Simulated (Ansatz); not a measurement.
## ZnAu, pressure series

The parent structure is ZnAu in the CsCl type structure (space group Pm-3m, No. 221).

```
ZnAu
1.0
    3.18677     0.00000     0.00000
    0.00000     3.18677     0.00000
    0.00000     0.00000     3.18677
Zn Au
1 1
Direct
  0.50000   0.50000   0.50000
  0.00000   0.00000   0.00000
```

Cell and atoms are relaxed at each pressure.

Computed with plane-wave PAW DFT at the PBE level (Ansatz, a program for electronic structure, 420 eV), no SOC.

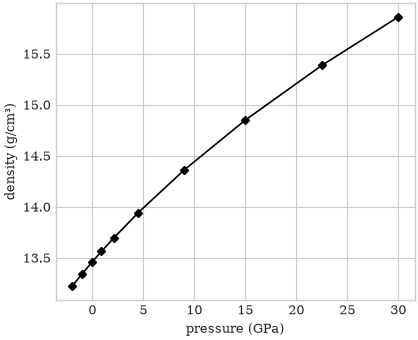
Fig. 1. Density against pressure

**Question.** From the plot, what is the density for pressure 2.1 GPa?

**Answer.** About 13.7 g/cm³.

**Question.** Is the trend monotonic over the range shown?

**Answer.** Yes, it rises throughout, spanning 13.22 g/cm³ to 15.86 g/cm³.

Load acts through the strain it causes; cell and atoms are relaxed under it. Stability against distortions was not tested. Competing high-pressure phases were not computed.
